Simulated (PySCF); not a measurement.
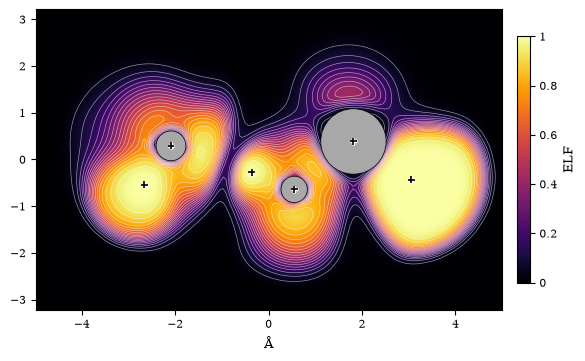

The electron localisation function on a plane through atoms (crosses mark nuclei in the plane; grey discs cover the cores).

Computed with PySCF 2.14.0, wB97M-D3(BJ)/def2-TZVPD, SCF density, gas phase.

Candidates:
A. H4OSi···NH3 (SMILES O[SiH3].N)
B. HCl···C2H6O (SMILES Cl.COC)
C. SO2···C2H2 (SMILES O=S=O.C#C)

### Which candidate gave the map?

Candidate A: H4OSi···NH3 on the plane of atoms Si2, O1 and H3, which holds O, Si, H and N. N7···H3 (1.81 Å): the ELF dips to about 0.15 between them (a closed-shell contact with the geometry of a hydrogen bond). Si–O (1.63 Å): the ELF peaks at about 0.85 between the atoms, as expected for a shared but strongly polarised pair.
